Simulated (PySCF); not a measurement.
**H12P4Pd (SMILES [PH3]->[Pd](<-[PH3])(<-[PH3])<-[PH3]): density, localisation and related maps**

```xyz
17

Pd   -0.0148   -0.0022    0.0029
P    -0.0162   -0.0129    2.3476
H     0.6299    1.0084    3.1086
H     0.5470   -1.0756    3.1179
H    -1.2174    0.0383    3.1182
P     2.1999   -0.0099   -0.7572
H     3.0855   -1.1102   -0.5451
H     3.1557    0.9637   -0.3349
H     2.5353    0.1181   -2.1390
P    -1.1037    1.9263   -0.7601
H    -0.6338    3.2391   -0.4523
H    -2.4577    2.2255   -0.4197
H    -1.2862    2.2105   -2.1474
P    -1.0980   -1.9109   -0.8187
H    -0.6156   -3.2318   -0.5689
H    -1.2926   -2.1415   -2.2143
H    -2.4460   -2.2355   -0.4776
```

Geometry: PBE0-D3(BJ)/def2-SVP; core potentials replace the inner electrons of Pd.

Theory: PySCF 2.14.0, CAM-B3LYP/def2-SVPD, SCF density, gas phase, scalar-relativistic core potentials on the heavy atoms.

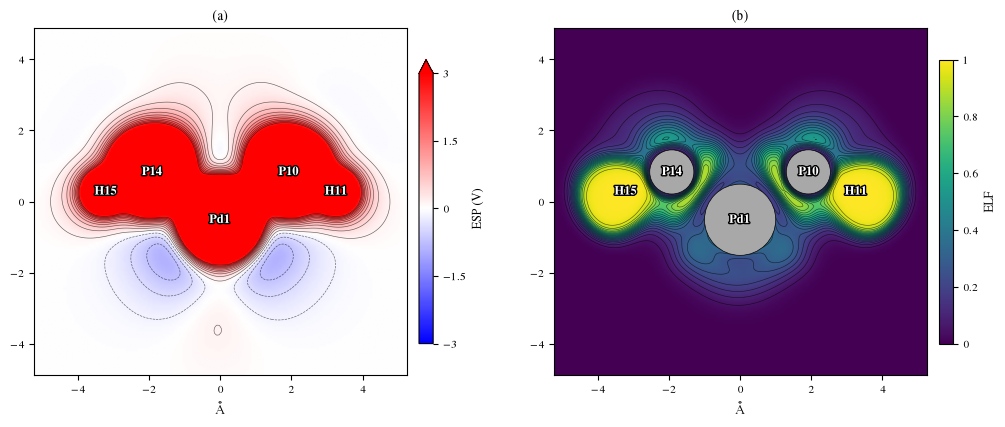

Figure 1. (a) electrostatic potential; (b) electron localisation function on the plane of atoms P10, Pd1 and P14. Grey discs cover the atomic cores in the ELF map.

### Describe what can be read from this map.

The section cuts through Pd, P and H sites. P–Pd (2.34 Å): the ELF peaks at about 0.85 in the valence shell of P, 0.9 Å from its nucleus, and is about 0.25 at the midpoint. P–H (1.43 Å): the ELF climbs to about 1 towards the hydrogen, as it does in any bond to H. Outside the dense part of the molecule the potential is most negative (−0.9 V) near Pd1.

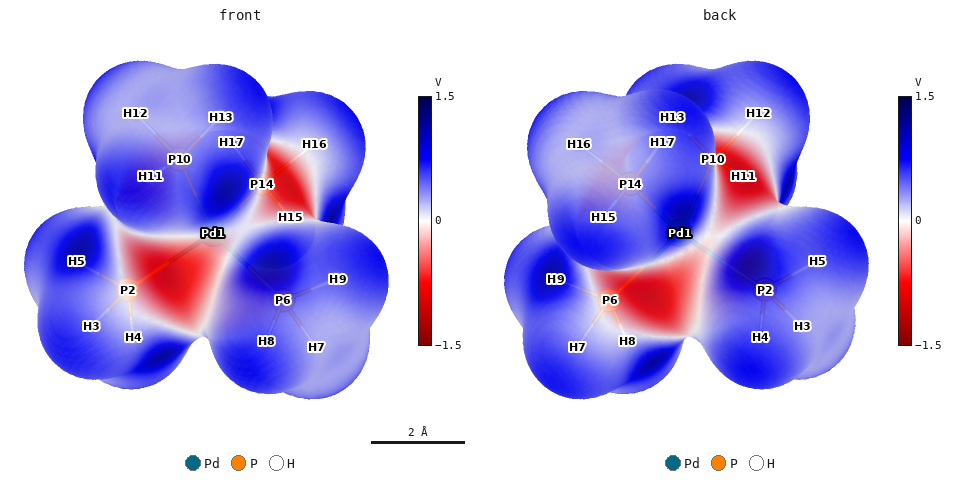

Figure 2. The molecular electrostatic potential painted on the density surface at 0.004 e/bohr³, seen from the front and from behind; red is negative and blue positive.

### Which sites attract a positive test charge, and which a negative one?

A positive charge is drawn to the negative regions and a negative charge to the positive ones. The most negative region (about −0.9 V, or −21 kcal/mol for a unit charge) lies over Pd1, the most positive (about +1.1 V, or +25 kcal/mol for a unit charge) over P2, P6, P10 and P14.

### How polar is the molecule by this calculation?

Its dipole moment is zero.
